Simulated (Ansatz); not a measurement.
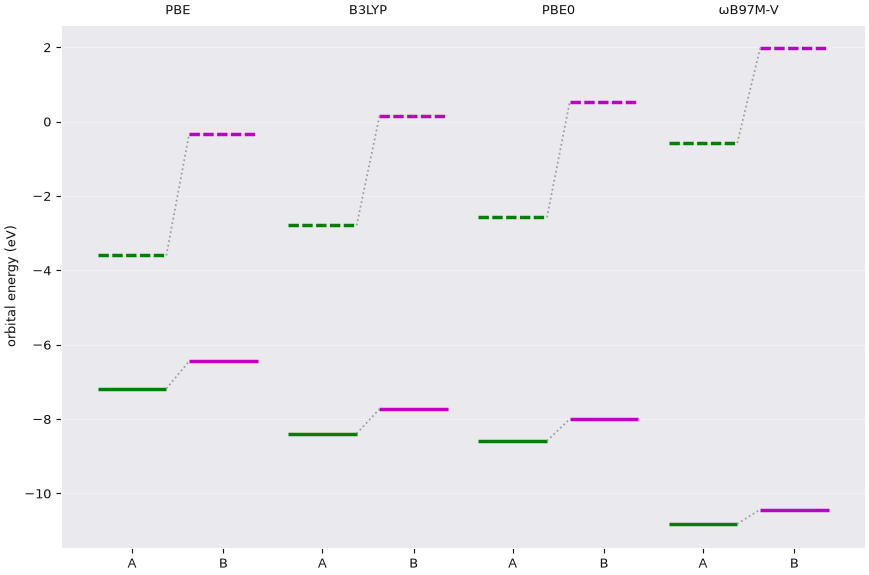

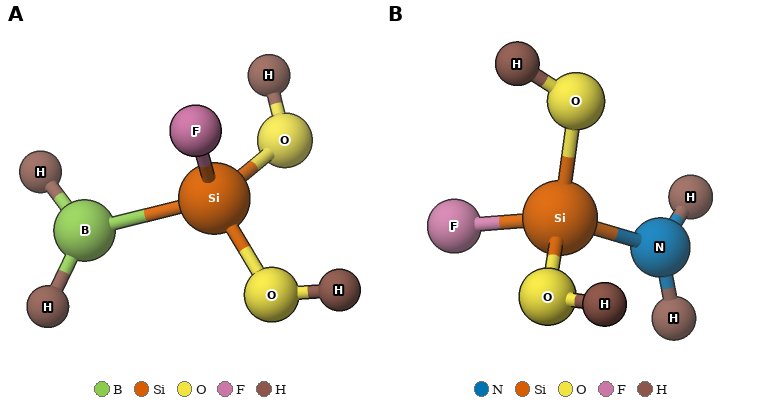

One change: A, BSiH₄O₂F (SMILES B[Si](O)(O)F), becomes B, SiNH₄O₂F (SMILES N[Si](O)(O)F). BH₂ on Si is replaced by NH₂. HOMO (solid) and LUMO (dashed) computed in def2-TZVPP at PBE0-D4/def2-TZVP geometries, both minima by their frequencies, gas phase, the Ansatz code. Empty levels above zero depend strongly on the basis.

> What does the change do to HOMO and LUMO?

PBE: the HOMO rises by 0.74 eV, the LUMO rises by 3.27 eV, and the separation goes from 3.58 to 6.11 eV. B3LYP: the HOMO rises by 0.66 eV, the LUMO rises by 2.93 eV, and the separation goes from 5.60 to 7.88 eV. PBE0: the HOMO rises by 0.59 eV, the LUMO rises by 3.11 eV, and the separation goes from 6.01 to 8.54 eV. ωB97M-V: the HOMO rises by 0.39 eV, the LUMO rises by 2.55 eV, and the separation goes from 10.24 to 12.40 eV.

> Do the functionals agree on the effect?

They agree on the direction for both levels; the HOMO shift lies between 0.39 and 0.74 eV and the LUMO shift between 2.55 and 3.27 eV, while the separations themselves differ by up to 6.7 eV between functionals.
